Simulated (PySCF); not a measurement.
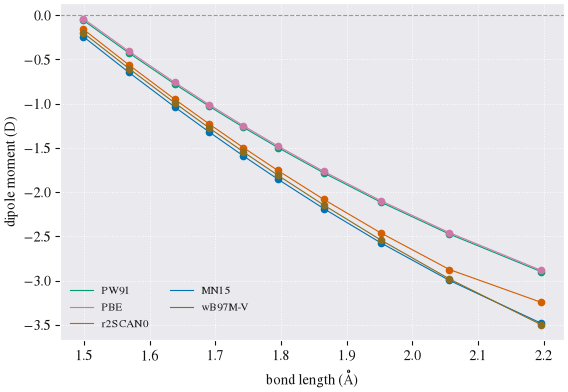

Bond curves of SeF, doublet (excess alpha electrons: πx +1), def2-TZVPP (non-relativistic), PySCF: dipole moment, positive if the first atom is negative. One reference determinant with the occupation held, the lowest that a PBE0 search over spins and occupations found; no spin-orbit coupling. Straight lines join the computed points. References: UKS for PBE, PW91, MN15, r2SCAN0 and wB97M-V. Spin contamination grows along the curve for r2SCAN0.

Give the values at the computed points.

Answer. In D:
```tsv
bond length (Å)	PW91	PBE	r2SCAN0	MN15	wB97M-V
1.50	−0.06	−0.04	−0.16	−0.24	−0.20
1.57	−0.43	−0.41	−0.56	−0.65	−0.60
1.64	−0.78	−0.76	−0.95	−1.04	−0.99
1.69	−1.03	−1.01	−1.23	−1.32	−1.27
1.74	−1.27	−1.25	−1.50	−1.59	−1.55
1.80	−1.50	−1.48	−1.76	−1.85	−1.81
1.87	−1.78	−1.77	−2.08	−2.19	−2.15
1.95	−2.11	−2.10	−2.46	−2.57	−2.54
2.06	−2.48	−2.46	−2.88	−3.00	−2.98
2.20	−2.90	−2.88	−3.25	−3.48	−3.50
```

Caveats, for all or some of the runs: lowest determinant of a PBE0 search, another state may lie lower; no scalar relativity; spin-orbit coupling is left out; it can lower the fragment Se more than the molecule, and De with it.
